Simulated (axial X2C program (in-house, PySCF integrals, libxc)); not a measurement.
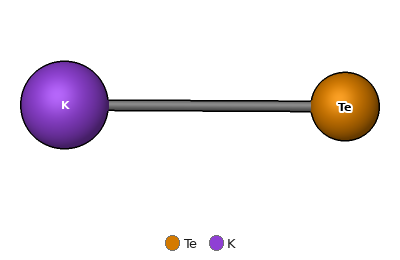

The molecule at the reference distance of 3.060 Å.

**Run report: TeK⁻, relativistic diatomic calculation**

- system: TeK⁻, single determinant with Ω = 0. The distance is the PBE0 minimum at charge −1.
- method: expectation values, HF and Kohn-Sham, two-component X2C with atomic mean-field Coulomb and Gaunt terms, Te dyall-acv3z, K dyall-acv3z (cores contracted) (axial X2C program (in-house, PySCF integrals, libxc))

Input file:
```
{"zs": [52, 19], "q": -1, "bas": ["dyall-acv3z", "dyall-acv3z"], "r0": 3.21, "levels": ["PBE0", "HF", "BP86", "TPSSh", "BHandHLYP"], "nst": 3}
```

The line is the task of a batch: nuclear charges, charge, bases, the levels to run, a first guess of the distance and further settings. This report covers the levels named above. The log is that of the reference distance, started from orbitals converged before.

Hardware: 1 thread of Arm Neoverse N1, 90 GiB of memory available, shared host.

Launched within a batch (the task file carries these settings):
```bash
python <driver script> task.json out
```

Log:
```
two-component X2C + atomic mean field  PBE0
basis functions 247  fitting functions 1100  grid points 5805
iter        total energy     max residual
   1      -7392.666599678     3.98e-05
   2      -7392.666599729     2.49e-05
   3      -7392.666599779     2.44e-05
   4      -7392.666599787     1.01e-05
   5      -7392.666599793     8.76e-06
converged
one-electron -10498.99940249  Coulomb 3150.54105390  exact exchange -51.92638348  xc functional -158.98220264  nuclear repulsion 170.85852431  atomic mean-field constant -4.15818940
```

Expectation values by level of theory:

| quantity | PBE0 | HF | BP86 | TPSSh | BHandHLYP |
| --- | --- | --- | --- | --- | --- |
| effective field for an electron dipole moment (GV/cm) | – | – | – | – | – |
| field gradient at the first nucleus (a.u.) | 2.57 | 1.22 | 2.80 | 2.47 | 2.56 |
| field gradient at the second nucleus (a.u.) | −0.0870 | −0.143 | −0.0797 | −0.0917 | −0.0963 |
| A∥/gI, first nucleus (MHz) | – | – | – | – | – |
| A∥/gI, second nucleus (MHz) | – | – | – | – | – |

Each column comes from one determinant, in a basis with contracted cores. A dash marks a value that vanishes by symmetry, wasn't computed or didn't converge. The levels disagree widely: the field gradient at the first nucleus runs from 1.22 to 2.80 a.u. These values aren't reliable properties of the molecule.

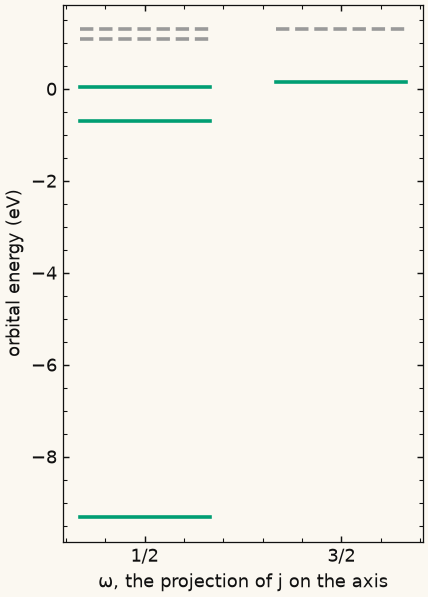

Orbital energies (PBE0) near the frontier at 3.06 Å, filled (solid) and empty (dashed); the Kramers partners at −ω are degenerate and not drawn. The highest filled spinor (3/2; 87 % Te p, 7 % K d) lies at 0.15 eV, the lowest empty one (1/2; 48 % K p, 44 % K s) at 1.09 eV. A filled level above zero is held only by the finite basis .

Results in brief:

- outcome: converged; the levels of theory disagree widely; a filled level lies above zero
- wall time: 10 s
- peak memory: 0.54 GiB

Notes:

The highest filled level (PBE0, up to 0.15 eV) lies above zero. That is common for anions, where the functional's self-interaction leaves the outer electrons unbound; only the finite basis holds them, so such levels depend on it.
